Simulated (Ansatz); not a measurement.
**CH4AlNO···HCl: density, localisation and related maps**

Input file:

```
crystal:
  periodic: [false, false, false]
  atoms:
    - { symbol: Al, position_ang: [-0.8241, -0.7299, -0.656] }
    - { symbol: Cl, position_ang: [0.8424, -0.5079, -2.6418] }
    - { symbol: "N", position_ang: [0.2902, 0.4095, 0.0582] }
    - { symbol: C, position_ang: [0.8233, 1.0083, 1.2541] }
    - { symbol: H, position_ang: [1.0079, 0.2284, -1.0523] }
    - { symbol: O, position_ang: [-2.1433, -1.6867, -0.765] }
    - { symbol: H, position_ang: [1.1846, 2.014, 1.0194] }
    - { symbol: H, position_ang: [0.0463, 1.1016, 2.0151] }
    - { symbol: H, position_ang: [1.651, 0.4321, 1.6798] }
    - { symbol: H, position_ang: [-2.8782, -2.2693, -0.9116] }
basis:
  gaussian: { orbitals: def2-SVP }
hamiltonian:
  xc: pbe
  dispersion: d4
relax:
  f_tol: 0.15
  max_steps: 25
  restrain:
    - { distance: [4, 1], at: 1.33, k: 30.0 }
    - { distance: [0, 1], at: 3.53, k: 30.0 }
    - { distance: [4, 2], at: 2.32, k: 30.0 }
output:
  orbitals: {}
```

Launched as:

```sh
ansatz run input.yaml --threads 2 --pin off --max-ram 3072MiB --backend cpu --events-out ev --progress --plain --runs-dir out
```

The fields are those of the run's last geometry, not of the input's.

The calculation used RKS PBE-D4/def2-SVP in Ansatz.

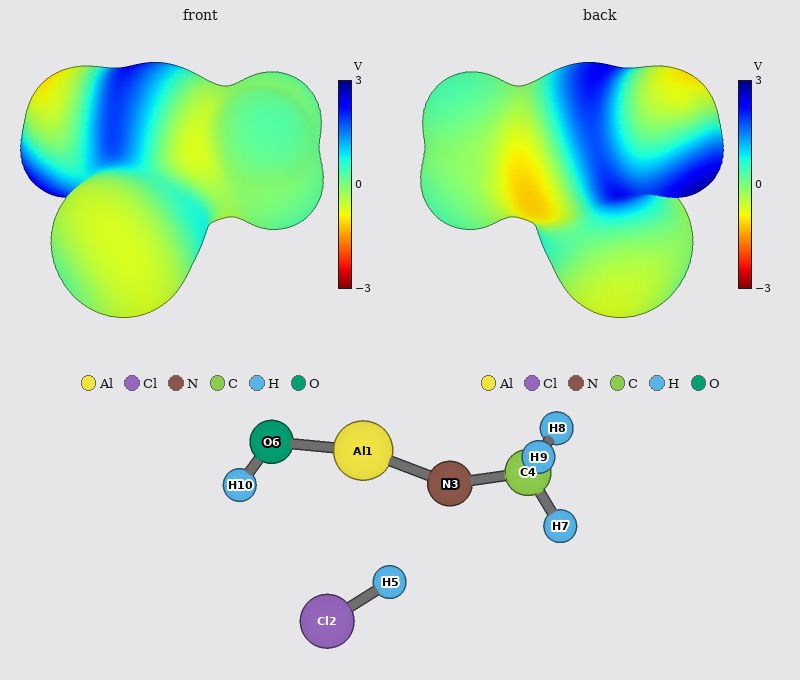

Figure 1. The molecular electrostatic potential painted on the density surface at 0.002 e/bohr³, seen from the front and from behind; the colour scale runs from red (negative) to blue (positive). The bare structure is drawn below in the same view.

**Where is the surface potential most negative and most positive?**

The most negative region (about −1.1 V) lies over N3, the most positive (about +2.6 V) over H10. Cl2 shows a σ-hole: about +0.2 V at the tip opposite its bond, against about −0.4 V on its flanks. N3 is the likeliest acceptor of a hydrogen bond.

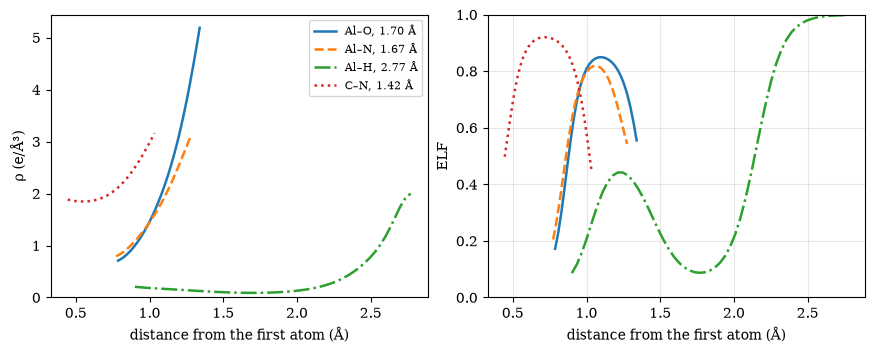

Figure 2. Total electron density and ELF along straight lines between neighbouring atoms. The curves leave out the atomic cores.

**What can be read from the curves?**

Al–O (1.70 Å): ρ is about 0.84 e/Å³ halfway; the ELF peaks at about 0.85 in the valence shell of O, 0.6 Å from its nucleus, and is about 0.40 at the midpoint.
Al–N (1.67 Å): ρ is about 0.91 e/Å³ halfway; the ELF peaks at about 0.80 in the valence shell of N, 0.6 Å from its nucleus, and is about 0.40 at the midpoint.
Al1···H5 (2.77 Å): the density falls to about 0.09 e/Å³ on the way; the ELF climbs to about 1 towards the hydrogen.
C–N (1.42 Å): the density is about 2 e/Å³ at the midpoint; the ELF peaks at about 0.90 between the atoms: a shared electron pair.

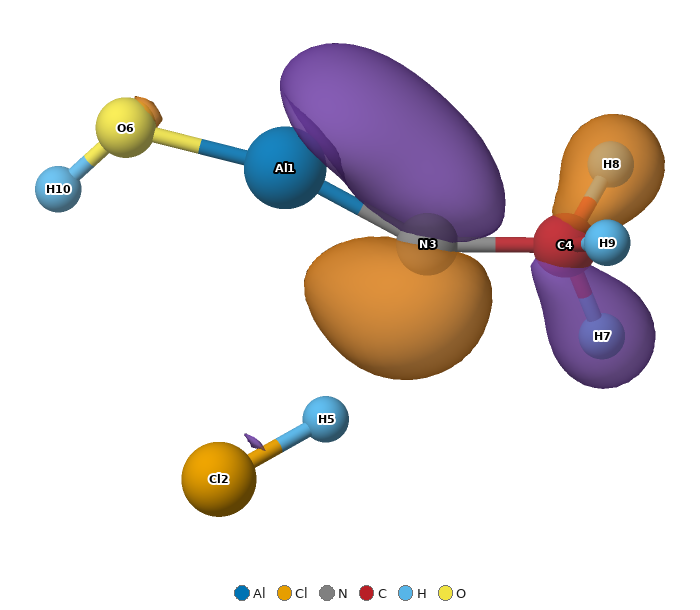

Figure 3. The HOMO−1 at ±0.15 Å⁻³ᐟ² (orange and purple are the two phases), seen at a tilt.

**What is the character of this orbital?**

Its weight (Hirshfeld) is mainly on N3 (about 50 %), Al1 (about 25 %) and C4 (about 10 %). Its energy is −5.25 eV.
